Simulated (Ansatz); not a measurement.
The calculation's input:

```
crystal:
  periodic: [false, false, false]
  atoms:
    - { symbol: C, position_ang: [-1.3702, 1.1882, 0.5895] }
    - { symbol: B, position_ang: [-0.2003, 0.235, 0.7848] }
    - { symbol: C, position_ang: [0.9173, 0.0965, -0.3214] }
    - { symbol: F, position_ang: [2.2471, 0.3874, 0.2665] }
    - { symbol: Al, position_ang: [0.9672, -1.7744, -1.0325] }
    - { symbol: H, position_ang: [-1.3292, 1.7816, -0.3928] }
    - { symbol: H, position_ang: [-1.4044, 1.9776, 1.4059] }
    - { symbol: H, position_ang: [-2.3276, 0.6734, 0.5829] }
    - { symbol: H, position_ang: [-0.1408, -0.3941, 1.8144] }
    - { symbol: H, position_ang: [0.7762, 0.796, -1.1269] }
    - { symbol: H, position_ang: [1.27608, -2.95523, -0.0186] }
    - { symbol: H, position_ang: [0.78407, -2.02985, -2.60779] }
basis:
  gaussian: { orbitals: cc-pVDZ }
hamiltonian:
  xc: lda
relax:
  f_tol: 0.015
  max_steps: 40
output:
  orbitals: {}
```

Command:

```sh
ansatz run input.yaml --threads 2 --pin off --max-ram 3072MiB --backend cpu --events-out ev --progress --plain --runs-dir out
```

The fields are those of the relaxed geometry.

Theory: RKS LDA/cc-pVDZ in Ansatz.

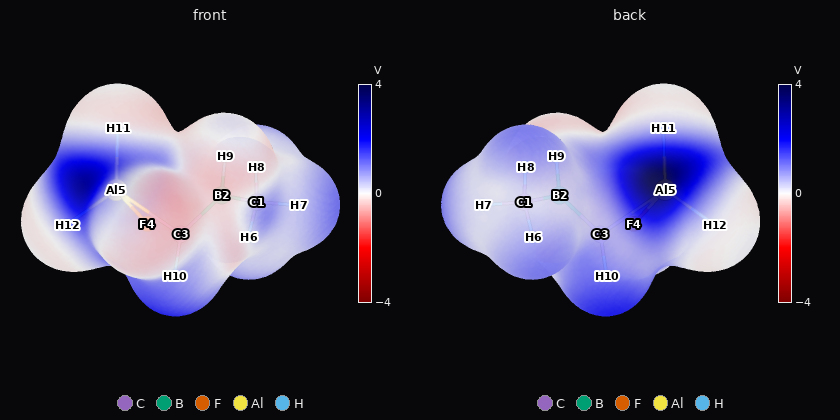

C2H7AlBF. The molecular electrostatic potential painted on the density surface at 0.004 e/bohr³, seen from the front and from behind; red is negative and blue positive.

Question: Which sites attract a positive test charge, and which a negative one?

Answer: A positive charge is drawn to the negative regions and a negative charge to the positive ones. The most negative region (about −0.5 V) lies over F4, the most positive (about +3.8 V) over Al5.
